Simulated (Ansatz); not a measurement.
The starting structures come from a database of crystals and need not be the phases stable at ambient conditions.

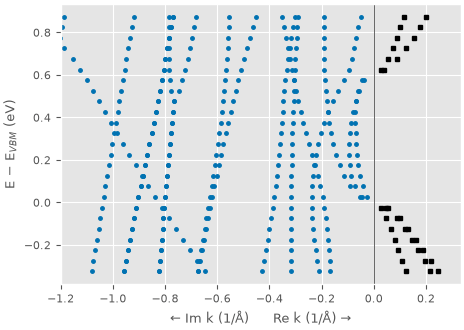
Complex bands at the centre of the two-dimensional zone; r2SCAN (Ansatz, an electronic-structure program)

No gap correction and no spin-orbit coupling; mid-gap values are interpolated between computed energies.

Q: This is Sr$_{3}$BiN (Pm-3m, anti-perovskite, not sure to be the ambient phase, 5 atoms a cell, 28.7 Å³ an atom) along the normal of (110). Read off the slowest decay at the centre of the two-dimensional zone at 0.33 eV, the computed energy nearest the middle of the gap.

A: κ ≈ 0.07 1/Å, a decay length 1/(2κ) of the density of 7.1 Å.
